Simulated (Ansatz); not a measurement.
# SiNH3 (triplet): relaxing a cheap start

Where does this start of SiNH3 (triplet) end when it is relaxed?

Computed with Ansatz 0.2.0, Gaussian basis. Level: UKS PBE0/def2-TZVP.

## Step 1: Starting geometry

5 atoms, charge 0, spin multiplicity 3.

Atoms are counted from 1 here; the program's logs count them from 0.

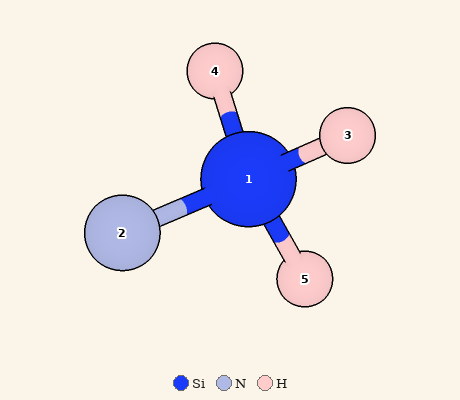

The starting geometry (silicon blue, nitrogen light blue, hydrogen pink); atoms are numbered from 1 in the order of the file.

Geometry (Å):

```xyz
5
H3NSi
Si   -0.47845   -0.00387    0.00092
N     1.17753    0.00953   -0.00228
H    -1.02176    1.36849    0.00344
H    -1.00273   -0.69776    1.19348
H    -1.00736   -0.69527   -1.19107
```

The start was built by rule and, where that kept it together, relaxed with GFN2-xTB. Sticks and bond lists go by distance. 

## Step 2: Relaxation

The input, in.yaml:

```yaml
crystal:
  periodic: [false, false, false]
  atoms:
    - {symbol: Si, position_ang: [-0.478445, -0.003873, 0.000924]}
    - {symbol: N, position_ang: [1.177528, 0.009533, -0.002275]}
    - {symbol: H, position_ang: [-1.021758, 1.368491, 0.003444]}
    - {symbol: H, position_ang: [-1.002732, -0.697761, 1.193485]}
    - {symbol: H, position_ang: [-1.007358, -0.695274, -1.191072]}
basis:
  gaussian: {orbitals: def2-TZVP}
magnetization: {spin_polarized: true, initial_magnetization: 2}
hamiltonian: {xc: pbe0}
relax: {f_tol: 0.004, max_steps: 80}
```

Launch:

```
ansatz run in.yaml --threads 1 --pin off --events-out ev --progress --plain --max-ram 2176MiB
```

Before running it: what results should come out? Wanted: energy gained; shift from the start; total energy; dipole moment; ⟨S²⟩.

The runs gave:

| quantity | value |
| --- | --- |
| steps | 6 |
| energy gained | 0.224 eV |
| shift from the start (rms) | 0.048 Å |
| total energy | -9408.7943 eV |
| dipole moment | 1.68 D |
| ⟨S²⟩ | 2.007 |

What this shows: The bonds of the start are those of the end. Si1–N2 went from 1.656 to 1.788 Å. No vibrations were run, so this is a stationary point, not a proven minimum, and this spin need not be the ground state's.
